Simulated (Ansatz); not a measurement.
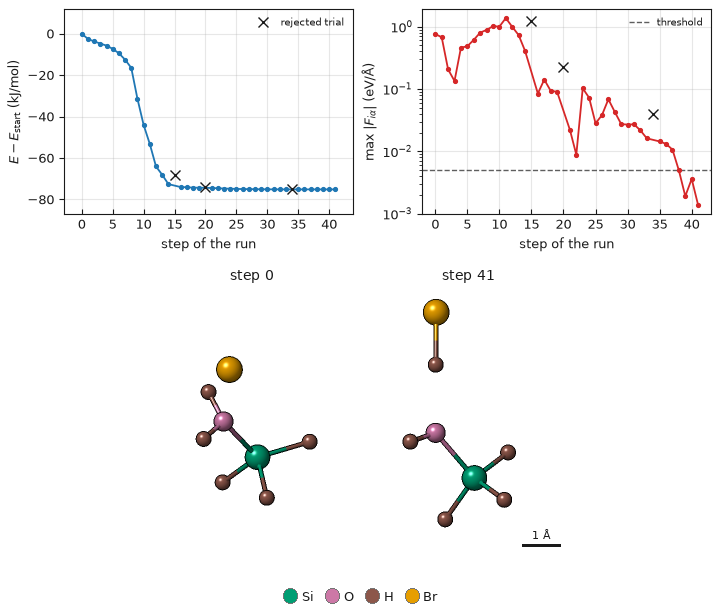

First and last geometry of a relaxation of SiH5OBr (started from a transition state, displaced along its imaginary mode), with the history of the run. A ball-and-stick model, seen from a free direction.

The calculation used RKS PBE0-D4/def2-TZVP in Ansatz 0.2.0.

The input:
```yaml
crystal:
  periodic: [false, false, false]
  atoms:
    - {symbol: Si, position_ang: [-0.250348, -0.238493, -0.690628]}
    - {symbol: O, position_ang: [0.288281, -0.261190, 1.100594]}
    - {symbol: H, position_ang: [-0.846469, -1.607447, -0.428926]}
    - {symbol: H, position_ang: [0.743154, -0.506200, -1.761924]}
    - {symbol: H, position_ang: [-1.450418, 0.643554, -0.959992]}
    - {symbol: H, position_ang: [0.655247, 0.644315, 1.252430]}
    - {symbol: Br, position_ang: [1.117686, 2.006576, -0.305844]}
    - {symbol: H, position_ang: [-0.257233, -0.681215, 1.794191]}
basis:
  gaussian: {orbitals: def2-TZVP}
hamiltonian: {xc: pbe0, dispersion: d4}
relax: {f_tol: 0.005, max_steps: 200}
```

Run as
```bash
ansatz run in.yaml --threads 4 --pin off --events-out ev --progress --plain --max-ram 9574MiB
```

> Did the run converge, and what did it change?

It converged. Br7 moves most after the best rigid fit: 1.80 Å. By element the largest moves are Br 1.80 Å, H 1.15 Å, O 0.64 Å, Si 0.60 Å. Some distances before and after: Si1–Br7 2.657 → 4.497 Å, O2–H6 0.989 → 1.869 Å, H6–Br7 2.121 → 1.441 Å, O2–Br7 2.794 → 3.310 Å. New bonds form: H6–Br7 (2.12 → 1.44 Å). Bonds break: O2–H6 (0.99 → 1.87 Å). Among the angles between lasting bonds that change: O2–Si1–H3 86.4° → 110.7°, O2–Si1–H4 119.7° → 105.1°, H4–Si1–H5 120.5° → 110.8°. The energy falls by 75.1 kJ/mol in 38 accepted moves (41 points after the start). The largest force component goes from 0.76 to 0.0014 eV/Å. The line search rejected the trial steps at points 15, 20, 34 of the run. The run took 79 s on 4 threads of Arm Neoverse V1 (shared host).

```csv
step,"E − E(0), kJ/mol","largest force component, eV/Å",note
0,0.00,0.7613,
1,-2.57,0.6758,
2,-3.74,0.2057,
3,-4.77,0.1344,
4,-5.77,0.4598,
5,-7.32,0.4850,
6,-9.45,0.6137,
7,-12.54,0.8019,
8,-16.49,0.8861,
9,-31.42,1.0186,
10,-44.05,1.0018,
12,-64.07,0.9946,
13,-68.08,0.7324,
15,-67.98,1.2243,rejected
17,-74.10,0.1415,
18,-74.30,0.0934,
20,-74.21,0.2251,rejected
21,-74.46,0.0221,
23,-74.73,0.1025,
25,-74.90,0.0281,
26,-74.98,0.0380,
28,-75.05,0.0429,
30,-75.11,0.0268,
31,-75.12,0.0272,
33,-75.13,0.0162,
34,-75.13,0.0397,rejected
36,-75.14,0.0132,
38,-75.15,0.0049,
39,-75.15,0.0019,
41,-75.15,0.0014,
```
